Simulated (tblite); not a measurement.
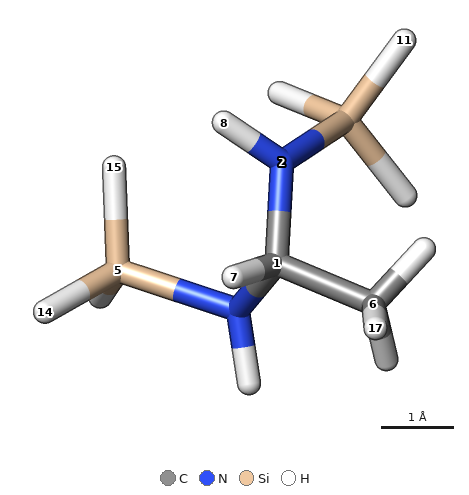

*The structure as given in the input (stick view, seen at a tilt; atoms are numbered from 1 in the order of the input).*

Bond lengths as drawn: C–C 1.48 Å, C–H 1.03 to 1.05 Å, C–N 1.43 to 1.45 Å, H–N 1.01 to 1.03 Å, H–Si 1.40 to 1.44 Å and N–Si 1.82 to 1.83 Å.

**C$_{2}$H$_{12}$N$_{2}$Si$_{2}$: geometry relaxation**

The run: geometry relaxation of C$_{2}$H$_{12}$N$_{2}$Si$_{2}$, SMILES CC(N[SiH3])N[SiH3]. Method and program: GFN2-xTB geometry optimisation, gas phase (tblite 0.8.0).

### Input
```
{"job": {"kind": "relax", "xc": "GFN2-xTB", "basis": "xTB"}, "charge": 0, "multiplicity": 1}
C     -0.119194    -1.317987    -0.380182
N      0.752399    -0.708892    -1.338284
Si     0.136538     0.745681    -2.244041
N     -0.584831    -0.321990     0.560854
Si     0.721411     0.537855     1.503364
C     -1.299412    -1.912241    -1.051149
H      0.382233    -2.062365     0.115888
H      1.736154    -0.679938    -1.108862
H     -1.292735     0.817114    -2.131899
H      0.689262     1.909210    -1.700084
H      0.488754     0.638653    -3.608415
H     -1.424120    -0.564970     1.114798
H      0.216573     1.723294     2.055508
H      1.231099    -0.293543     2.562131
H      1.795188     0.854766     0.600759
H     -1.264678    -1.654950    -2.064659
H     -1.260208    -2.932664    -0.947890
H     -2.161436    -1.528391    -0.623112
```

The first line tells a small driver script what to run in tblite; the rest is the geometry in Å.

Run as:
```bash
OMP_NUM_THREADS=1 python <driver script> task.json out
```

### The program's output
```
step      E/eV     max force
  0    -536.55475    2.990
  1    -537.11686    1.085
  2    -537.21096    0.764
  3    -537.23811    0.577
  4    -537.28687    0.420
  5    -537.30690    0.409
  6    -537.32491    0.249
  7    -537.33377    0.238
  8    -537.34098    0.206
  9    -537.34682    0.191
 10    -537.35321    0.172
 11    -537.36036    0.245
 12    -537.36747    0.257
 13    -537.37283    0.167
 14    -537.37692    0.136
 15    -537.38086    0.160
 16    -537.38502    0.216
 17    -537.38899    0.174
 18    -537.39237    0.131
 19    -537.39530    0.116
 20    -537.39808    0.131
 21    -537.40063    0.129
 22    -537.40296    0.102
 23    -537.40533    0.130
 24    -537.40775    0.114
 25    -537.40990    0.123
 26    -537.41149    0.098
 27    -537.41258    0.073
 28    -537.41350    0.064
 29    -537.41444    0.082
 30    -537.41545    0.094
 31    -537.41653    0.084
 32    -537.41764    0.088
 33    -537.41868    0.077
 34    -537.41965    0.083
 35    -537.42067    0.078
 36    -537.42189    0.094
 37    -537.42344    0.109
 38    -537.42556    0.124
 39    -537.42869    0.155
 40    -537.43360    0.283
 41    -537.44175    0.285
 42    -537.42953    1.282
 43    -537.46114    0.343
 44    -537.47815    0.249
 45    -537.51466    0.541
 46    -537.52967    1.040
 47    -537.55575    0.337
 48    -537.57256    0.334
 49    -537.58628    0.472
 50    -537.60505    0.423
 51    -537.62992    0.266
 52    -537.63672    0.403
 53    -537.64673    0.203
 54    -537.65400    0.208
 55    -537.66278    0.208
 56    -537.66781    0.234
 57    -537.67174    0.167
 58    -537.67393    0.131
 59    -537.67576    0.110
 60    -537.67793    0.106
 61    -537.68055    0.127
 62    -537.68330    0.153
 63    -537.68591    0.156
 64    -537.68845    0.134
 65    -537.69067    0.106
 66    -537.69226    0.090
 67    -537.69327    0.071
 68    -537.69396    0.052
 69    -537.69443    0.044
 70    -537.69474    0.044
 71    -537.69496    0.038
 72    -537.69519    0.037
 73    -537.69544    0.040
 74    -537.69568    0.037
 75    -537.69585    0.034
 76    -537.69602    0.029
 77    -537.69622    0.033
 78    -537.69645    0.035
 79    -537.69667    0.030
 80    -537.69688    0.031
 81    -537.69710    0.031
 82    -537.69735    0.036
 83    -537.69761    0.041
 84    -537.69789    0.043
 85    -537.69818    0.035
 86    -537.69844    0.035
 87    -537.69866    0.031
 88    -537.69880    0.025
 89    -537.69893    0.023
 90    -537.69906    0.026
 91    -537.69921    0.029
 92    -537.69936    0.029
 93    -537.69951    0.026
 94    -537.69967    0.025
 95    -537.69982    0.023
 96    -537.69995    0.025
 97    -537.70008    0.025
 98    -537.70020    0.024
 99    -537.70034    0.031
100    -537.70047    0.036
101    -537.70058    0.031
102    -537.70070    0.026
103    -537.70086    0.039
104    -537.70108    0.045
105    -537.70134    0.035
106    -537.70160    0.039
107    -537.70189    0.048
108    -537.70226    0.055
109    -537.70275    0.068
110    -537.70331    0.057
111    -537.70379    0.060
112    -537.70426    0.046
113    -537.70459    0.046
114    -537.70497    0.043
115    -537.70527    0.037
116    -537.70557    0.041
117    -537.70593    0.048
118    -537.70626    0.046
119    -537.70648    0.034
120    -537.70667    0.030
121    -537.70686    0.031
122    -537.70708    0.036
123    -537.70748    0.039
124    -537.70782    0.035
125    -537.70805    0.032
126    -537.70819    0.030
127    -537.70838    0.032
128    -537.70869    0.045
129    -537.70902    0.049
130    -537.70936    0.043
131    -537.70960    0.037
132    -537.70984    0.027
133    -537.71000    0.035
134    -537.71043    0.055
135    -537.71073    0.052
136    -537.71095    0.035
137    -537.71106    0.024
138    -537.71118    0.028
139    -537.71132    0.035
140    -537.71145    0.027
141    -537.71156    0.026
142    -537.71162    0.021
143    -537.71167    0.016
144    -537.71171    0.021
145    -537.71176    0.022
146    -537.71181    0.017
147    -537.71184    0.013
148    -537.71188    0.012
149    -537.71191    0.014
150    -537.71195    0.015
151    -537.71199    0.018
152    -537.71203    0.017
153    -537.71208    0.017
154    -537.71212    0.018
155    -537.71217    0.018
156    -537.71223    0.023
157    -537.71231    0.026
158    -537.71243    0.024
159    -537.71257    0.023
160    -537.71270    0.026
161    -537.71280    0.023
162    -537.71288    0.022
163    -537.71295    0.027
164    -537.71302    0.022
165    -537.71309    0.017
166    -537.71313    0.020
167    -537.71317    0.022
168    -537.71321    0.021
169    -537.71324    0.016
170    -537.71327    0.012
171    -537.71330    0.016
172    -537.71333    0.016
173    -537.71339    0.014
174    -537.71345    0.015
175    -537.71351    0.016
176    -537.71355    0.017
177    -537.71359    0.012
178    -537.71362    0.013
179    -537.71365    0.016
180    -537.71369    0.016
181    -537.71372    0.014
182    -537.71375    0.012
183    -537.71378    0.010
184    -537.71379    0.010
185    -537.71381    0.009
186    -537.71382    0.008
```

### Trajectory as extended XYZ (Å, eV, eV/Å), 12 of the 28 frames kept, from step=0 to step=186
```
18
Properties=species:S:1:pos:R:3:forces:R:3 step=0 energy=-536.55475
C    -0.1192   -1.3180   -0.3802   -0.2520   2.2220  -0.3850
N     0.7524   -0.7089   -1.3383   -0.5190   1.3490  -1.6320
Si    0.1365    0.7457   -2.2440    0.1900  -2.2890   1.4020
N    -0.5848   -0.3220    0.5609    1.0840   1.8000   2.1270
Si    0.7214    0.5379    1.5034   -1.4490  -1.6710  -1.3890
C    -1.2994   -1.9122   -1.0511    0.2840   0.4800  -0.4800
H     0.3822   -2.0624    0.1159    1.7250  -1.9910   1.3380
H     1.7362   -0.6799   -1.1089   -0.2690  -0.0600   0.1790
H    -1.2927    0.8171   -2.1319   -0.5120  -0.0310   0.0500
H     0.6893    1.9092   -1.7001    0.6480   1.3600   0.5910
H     0.4888    0.6387   -3.6084    0.4050  -0.3020  -1.0850
H    -1.4241   -0.5650    1.1148    0.8400   0.0230  -0.5930
H     0.2166    1.7233    2.0555   -0.7120   1.0830   0.4620
H     1.2311   -0.2935    2.5621    0.2680  -0.4280   0.4390
H     1.7952    0.8548    0.6008    0.3700   0.0860  -0.2440
H    -1.2647   -1.6550   -2.0647   -0.1400   0.2530  -1.5350
H    -1.2602   -2.9327   -0.9479   -0.1720  -2.4610   0.1080
H    -2.1614   -1.5284   -0.6231   -1.7900   0.5790   0.6470
18
Properties=species:S:1:pos:R:3:forces:R:3 step=14 energy=-537.37692
C    -0.1121   -1.2799   -0.4004    0.0660  -0.0250  -0.0190
N     0.6932   -0.6807   -1.4361   -0.0410   0.0860   0.0140
Si    0.1571    0.7596   -2.2361   -0.0130  -0.0190  -0.0370
N    -0.4644   -0.2903    0.6120    0.0760  -0.1130   0.0070
Si    0.7259    0.5210    1.5560   -0.0470  -0.0380  -0.0450
C    -1.3518   -1.9303   -1.0418    0.0620   0.0500   0.0530
H     0.5061   -2.0779    0.0428   -0.0260  -0.0280   0.1270
H     1.6700   -0.6556   -1.1796   -0.0570  -0.0730  -0.0060
H    -1.2976    0.8151   -2.1262    0.0080   0.0450  -0.0740
H     0.7237    2.0043   -1.6993   -0.0200  -0.0120  -0.0390
H     0.6007    0.5357   -3.6144    0.0080   0.0760  -0.0450
H    -1.3384   -0.4878    1.0762    0.0090  -0.0380  -0.1030
H     0.0529    1.7017    2.0803   -0.0520   0.0140   0.0610
H     1.2881   -0.3015    2.6379    0.0120  -0.0220   0.0560
H     1.8334    0.8810    0.6748    0.0500   0.0410  -0.0020
H    -1.3394   -1.7034   -2.1050   -0.0860  -0.0640   0.0610
H    -1.3286   -3.0119   -0.9161   -0.0080   0.0930   0.0060
H    -2.2758   -1.5506   -0.6104    0.0590   0.0280  -0.0140
18
Properties=species:S:1:pos:R:3:forces:R:3 step=35 energy=-537.42067
C    -0.0760   -1.2924   -0.4201    0.0230  -0.0090   0.0180
N     0.6561   -0.6537   -1.4906    0.0110  -0.0080  -0.0270
Si    0.1649    0.7774   -2.3212   -0.0210   0.0130  -0.0080
N    -0.3762   -0.3847    0.6662   -0.0140   0.0540   0.0090
Si    0.7284    0.4885    1.6404    0.0250   0.0170   0.0200
C    -1.3630   -1.9230   -0.9703   -0.0060   0.0090  -0.0180
H     0.5751   -2.0955   -0.0426    0.0520  -0.0490   0.0320
H     1.6516   -0.7157   -1.3443    0.0140  -0.0090   0.0200
H    -1.2960    0.8187   -2.3286    0.0170   0.0100   0.0010
H     0.6984    2.0193   -1.7395   -0.0630  -0.0130  -0.0320
H     0.6899    0.6044   -3.6830    0.0040   0.0170   0.0610
H    -1.3380   -0.4133    0.9548   -0.0370   0.0380  -0.0100
H    -0.0674    1.5776    2.2110    0.0360  -0.0380  -0.0020
H     1.3140   -0.3225    2.7264    0.0130   0.0090  -0.0610
H     1.8169    0.9846    0.7934   -0.0060  -0.0170   0.0430
H    -1.3935   -1.7888   -2.0465    0.0010  -0.0380  -0.0290
H    -1.4023   -2.9866   -0.7504   -0.0140   0.0230   0.0260
H    -2.2401   -1.4456   -0.5404   -0.0350  -0.0100  -0.0430
18
Properties=species:S:1:pos:R:3:forces:R:3 step=49 energy=-537.58628
C    -0.0705   -1.2351   -0.4077   -0.0910   0.0060   0.1020
N     0.6131   -0.6147   -1.5278   -0.0580  -0.0500   0.0630
Si    0.0663    0.7655   -2.3965   -0.0110  -0.0010   0.0840
N    -0.3847   -0.3356    0.6768   -0.0050   0.0370   0.2010
Si    0.7706    0.3838    1.7345    0.1220  -0.0560   0.0190
C    -1.3425   -1.9305   -0.9046   -0.2290   0.0010  -0.1130
H     0.6065   -1.9851    0.0142    0.0850  -0.0790  -0.0490
H     1.6029   -0.8050   -1.5186   -0.0610   0.1550   0.0060
H    -1.3676    0.5722   -2.6826    0.2090   0.0010  -0.0330
H     0.1904    2.0656   -1.7022    0.0040  -0.1050  -0.0350
H     0.9383    0.7435   -3.5759   -0.1190   0.0580   0.0230
H    -1.2754    0.1229    0.5522    0.1330   0.0640  -0.0640
H     0.0580    1.2932    2.6446   -0.0400  -0.1860  -0.1850
H     1.4841   -0.6692    2.4907   -0.2050   0.0480  -0.1470
H     1.8187    1.1411    1.0333   -0.0080   0.0410  -0.0470
H    -1.1731   -2.3050   -1.9217   -0.0260  -0.0390   0.3930
H    -1.6274   -2.7551   -0.2349    0.0850   0.3660  -0.2870
H    -2.1647   -1.2040   -0.9591    0.2140  -0.2600   0.0670
18
Properties=species:S:1:pos:R:3:forces:R:3 step=70 energy=-537.69474
C    -0.0765   -1.2248   -0.4039   -0.0050   0.0090   0.0220
N     0.5964   -0.6282   -1.5417    0.0050   0.0010   0.0070
Si    0.0218    0.7495   -2.4011    0.0070   0.0010  -0.0020
N    -0.3828   -0.2894    0.6500    0.0060   0.0070   0.0040
Si    0.8132    0.3317    1.7162    0.0180   0.0050  -0.0050
C    -1.3499   -1.9303   -0.8575    0.0090   0.0140   0.0040
H     0.6026   -1.9697    0.0305   -0.0050   0.0070  -0.0200
H     1.5967   -0.6403   -1.4150    0.0260  -0.0050  -0.0010
H    -1.3382    0.4683   -2.8601    0.0040  -0.0160  -0.0090
H    -0.0107    2.0050   -1.6317   -0.0200   0.0220   0.0080
H     0.9697    0.8864   -3.5034   -0.0010  -0.0010  -0.0120
H    -1.1102    0.3490    0.3598   -0.0040  -0.0380   0.0130
H     0.0558    1.1002    2.6993    0.0050   0.0010   0.0040
H     1.4816   -0.8437    2.2769   -0.0100   0.0020   0.0090
H     1.8391    1.1872    1.0964    0.0140   0.0130   0.0050
H    -1.1217   -2.5962   -1.6830   -0.0030  -0.0310  -0.0320
H    -1.7584   -2.5047   -0.0309   -0.0370   0.0140   0.0010
H    -2.0854   -1.2015   -1.1860   -0.0090  -0.0050   0.0040
18
Properties=species:S:1:pos:R:3:forces:R:3 step=84 energy=-537.69789
C    -0.0736   -1.2229   -0.4058    0.0100  -0.0210  -0.0080
N     0.6046   -0.6222   -1.5399    0.0010   0.0060   0.0260
Si    0.0182    0.7467   -2.4058    0.0000  -0.0150   0.0010
N    -0.3715   -0.2954    0.6575   -0.0020  -0.0090  -0.0120
Si    0.8248    0.3315    1.7195    0.0020  -0.0050   0.0010
C    -1.3534   -1.9175   -0.8600    0.0090  -0.0010  -0.0180
H     0.6021   -1.9784    0.0137    0.0080   0.0060   0.0350
H     1.6056   -0.6384   -1.4102   -0.0370   0.0210  -0.0100
H    -1.3217    0.4231   -2.8953   -0.0080   0.0020  -0.0130
H    -0.0695    2.0009   -1.6372   -0.0090  -0.0010   0.0040
H     0.9752    0.9109   -3.4957    0.0200   0.0000  -0.0030
H    -1.1244    0.3224    0.3904    0.0110  -0.0010   0.0050
H     0.0717    1.1005    2.7065   -0.0030  -0.0110  -0.0060
H     1.4871   -0.8492    2.2755    0.0130   0.0030   0.0150
H     1.8528    1.1932    1.1110    0.0030  -0.0030  -0.0140
H    -1.1268   -2.6166   -1.6604   -0.0060   0.0100   0.0100
H    -1.7916   -2.4555   -0.0226    0.0010   0.0270  -0.0240
H    -2.0664   -1.1844   -1.2265   -0.0140  -0.0080   0.0110
18
Properties=species:S:1:pos:R:3:forces:R:3 step=105 energy=-537.70134
C    -0.0751   -1.2233   -0.3991   -0.0160   0.0000   0.0170
N     0.6031   -0.6093   -1.5238    0.0040   0.0040   0.0140
Si   -0.0021    0.7286   -2.4252    0.0150   0.0070   0.0110
N    -0.3627   -0.3133    0.6842    0.0120   0.0230  -0.0190
Si    0.8511    0.3191    1.7256    0.0100  -0.0160  -0.0290
C    -1.3622   -1.8934   -0.8665   -0.0070  -0.0130   0.0170
H     0.5953   -1.9897    0.0123   -0.0110   0.0070  -0.0130
H     1.6001   -0.5867   -1.3713    0.0000   0.0070   0.0010
H    -1.2823    0.3517   -3.0237   -0.0070  -0.0260  -0.0080
H    -0.2197    1.9621   -1.6490    0.0000   0.0090  -0.0050
H     1.0230    0.9557   -3.4405    0.0060   0.0080   0.0120
H    -1.1180    0.3080    0.4330   -0.0060   0.0070   0.0040
H     0.1185    1.0886    2.7274   -0.0040   0.0030  -0.0260
H     1.5270   -0.8504    2.2885    0.0100  -0.0120  -0.0030
H     1.8660    1.1703    1.0783   -0.0130   0.0000   0.0200
H    -1.1346   -2.6271   -1.6341   -0.0110   0.0070  -0.0170
H    -1.8388   -2.3879   -0.0242   -0.0030  -0.0050  -0.0010
H    -2.0455   -1.1543   -1.2770    0.0210  -0.0100   0.0250
18
Properties=species:S:1:pos:R:3:forces:R:3 step=119 energy=-537.70648
C    -0.0921   -1.2270   -0.3846    0.0150   0.0060  -0.0140
N     0.6023   -0.5938   -1.4892    0.0120   0.0050   0.0150
Si   -0.0103    0.7066   -2.4400   -0.0040  -0.0330   0.0060
N    -0.3620   -0.3336    0.7167    0.0080   0.0010  -0.0080
Si    0.8885    0.3082    1.7068    0.0020  -0.0070   0.0320
C    -1.3864   -1.8703   -0.8666    0.0220   0.0260  -0.0020
H     0.5732   -2.0090    0.0067   -0.0280  -0.0010   0.0080
H     1.5848   -0.5107   -1.2745    0.0120  -0.0080  -0.0130
H    -1.1757    0.2161   -3.1748   -0.0180  -0.0050  -0.0010
H    -0.4067    1.9143   -1.6951   -0.0180  -0.0040   0.0100
H     1.0977    1.0352   -3.3326    0.0100   0.0040  -0.0040
H    -1.1263    0.2875    0.4940   -0.0140   0.0060  -0.0170
H     0.1856    1.1171    2.6974   -0.0060  -0.0030   0.0050
H     1.5708   -0.8539    2.2774    0.0000  -0.0110   0.0000
H     1.8962    1.1359    1.0230    0.0100   0.0170  -0.0100
H    -1.1715   -2.5542   -1.6828   -0.0180   0.0110  -0.0020
H    -1.8520   -2.4155   -0.0496    0.0180   0.0070  -0.0020
H    -2.0731   -1.1042   -1.2174   -0.0040  -0.0090  -0.0030
18
Properties=species:S:1:pos:R:3:forces:R:3 step=140 energy=-537.71145
C    -0.0866   -1.2139   -0.3801    0.0070   0.0070   0.0000
N     0.6207   -0.5963   -1.4829   -0.0160   0.0070   0.0050
Si   -0.0340    0.6492   -2.4771   -0.0190   0.0000   0.0190
N    -0.3349   -0.3141    0.7219   -0.0020   0.0040  -0.0100
Si    0.9214    0.2947    1.7255   -0.0060  -0.0100  -0.0060
C    -1.4016   -1.8132   -0.8595    0.0130   0.0060   0.0030
H     0.5537   -2.0154    0.0126   -0.0020  -0.0010  -0.0030
H     1.5975   -0.4866   -1.2560    0.0010  -0.0020   0.0110
H    -1.0483    0.0421   -3.3418    0.0090   0.0130  -0.0010
H    -0.6611    1.7673   -1.7472    0.0030  -0.0140  -0.0200
H     1.1129    1.1508   -3.2281    0.0020  -0.0040  -0.0180
H    -1.0813    0.3268    0.4933    0.0020   0.0010   0.0070
H     0.2233    1.0642    2.7496   -0.0050   0.0100   0.0100
H     1.6037   -0.8879    2.2496    0.0150  -0.0150   0.0070
H     1.9198    1.1484    1.0587    0.0100   0.0070   0.0060
H    -1.2216   -2.4815   -1.6958    0.0090  -0.0120  -0.0050
H    -1.8673   -2.3643   -0.0471   -0.0040  -0.0060   0.0020
H    -2.0734   -1.0217   -1.1808   -0.0170   0.0080  -0.0050
18
Properties=species:S:1:pos:R:3:forces:R:3 step=154 energy=-537.71212
C    -0.0876   -1.2078   -0.3790    0.0030   0.0020   0.0030
N     0.6183   -0.5871   -1.4801    0.0060  -0.0080   0.0000
Si   -0.0398    0.6417   -2.4920    0.0000  -0.0120  -0.0040
N    -0.3276   -0.3122    0.7281   -0.0050   0.0040   0.0020
Si    0.9295    0.2861    1.7370    0.0000  -0.0040   0.0090
C    -1.4044   -1.8035   -0.8587    0.0050   0.0070  -0.0010
H     0.5513   -2.0131    0.0086    0.0010  -0.0010  -0.0040
H     1.5940   -0.4738   -1.2499   -0.0050   0.0090  -0.0020
H    -1.0275    0.0209   -3.3774    0.0000  -0.0040   0.0020
H    -0.7023    1.7448   -1.7744    0.0020   0.0160  -0.0080
H     1.1094    1.1567   -3.2322   -0.0080  -0.0010   0.0050
H    -1.0726    0.3330    0.5078   -0.0090   0.0040  -0.0050
H     0.2295    1.0512    2.7645    0.0000  -0.0070   0.0070
H     1.6156   -0.9000    2.2516   -0.0040   0.0020  -0.0020
H     1.9291    1.1506    1.0851    0.0060  -0.0040  -0.0060
H    -1.2226   -2.4768   -1.6910    0.0020  -0.0070   0.0030
H    -1.8754   -2.3493   -0.0453    0.0050  -0.0020  -0.0040
H    -2.0739   -1.0127   -1.1880    0.0000   0.0090   0.0050
18
Properties=species:S:1:pos:R:3:forces:R:3 step=175 energy=-537.71351
C    -0.0829   -1.1833   -0.3775    0.0040   0.0060   0.0050
N     0.6181   -0.5552   -1.4767    0.0020  -0.0080  -0.0010
Si   -0.0578    0.6203   -2.5380   -0.0010  -0.0020   0.0160
N    -0.3211   -0.2940    0.7355    0.0090   0.0010   0.0060
Si    0.9348    0.2568    1.7725    0.0050   0.0080  -0.0030
C    -1.3999   -1.7814   -0.8524    0.0050   0.0020   0.0000
H     0.5597   -1.9887    0.0047    0.0000   0.0030  -0.0030
H     1.5860   -0.4050   -1.2339   -0.0100  -0.0020   0.0080
H    -1.0091   -0.0599   -3.4185   -0.0070   0.0020  -0.0030
H    -0.7593    1.7335   -1.8737   -0.0050  -0.0030  -0.0010
H     1.0910    1.1446   -3.2712    0.0040   0.0000  -0.0100
H    -1.0537    0.3664    0.5170    0.0070  -0.0120  -0.0060
H     0.2391    0.9921    2.8246    0.0010   0.0000  -0.0030
H     1.6091   -0.9503    2.2526   -0.0110   0.0000  -0.0020
H     1.9462    1.1285    1.1473   -0.0010  -0.0020   0.0070
H    -1.2202   -2.4553   -1.6847   -0.0030   0.0060  -0.0050
H    -1.8645   -2.3297   -0.0369    0.0020   0.0040  -0.0020
H    -2.0726   -0.9908   -1.1760   -0.0010  -0.0060  -0.0020
18
Properties=species:S:1:pos:R:3:forces:R:3 step=186 energy=-537.71382
C    -0.0779   -1.1794   -0.3800   -0.0020   0.0000   0.0010
N     0.6208   -0.5519   -1.4811   -0.0030  -0.0010   0.0030
Si   -0.0610    0.6171   -2.5461    0.0020   0.0000   0.0010
N    -0.3154   -0.2891    0.7319    0.0030   0.0020  -0.0010
Si    0.9320    0.2532    1.7830   -0.0010  -0.0010   0.0040
C    -1.3956   -1.7790   -0.8515    0.0020   0.0010  -0.0020
H     0.5661   -1.9842    0.0010   -0.0010   0.0030   0.0010
H     1.5858   -0.3921   -1.2332    0.0010   0.0010  -0.0030
H    -1.0292   -0.0650   -3.4066   -0.0010   0.0000  -0.0010
H    -0.7478    1.7426   -1.8870   -0.0020  -0.0010   0.0020
H     1.0817    1.1239   -3.3019   -0.0040  -0.0030   0.0020
H    -1.0439    0.3738    0.5085   -0.0010  -0.0010  -0.0010
H     0.2269    0.9822    2.8333    0.0040   0.0020  -0.0040
H     1.5940   -0.9611    2.2617   -0.0020   0.0040  -0.0020
H     1.9521    1.1274    1.1757   -0.0020  -0.0070   0.0040
H    -1.2185   -2.4447   -1.6911   -0.0020  -0.0010   0.0020
H    -1.8525   -2.3353   -0.0371    0.0020   0.0010  -0.0070
H    -2.0747   -0.9897   -1.1647    0.0050   0.0000   0.0020
```

### Results in brief

| quantity | value |
| --- | --- |
| outcome | converged |
| total energy | −537.7138 eV |
| hardware | 1 CPU thread, shared host |
| wall time | 3 s |
| peak memory | 0.18 GiB |
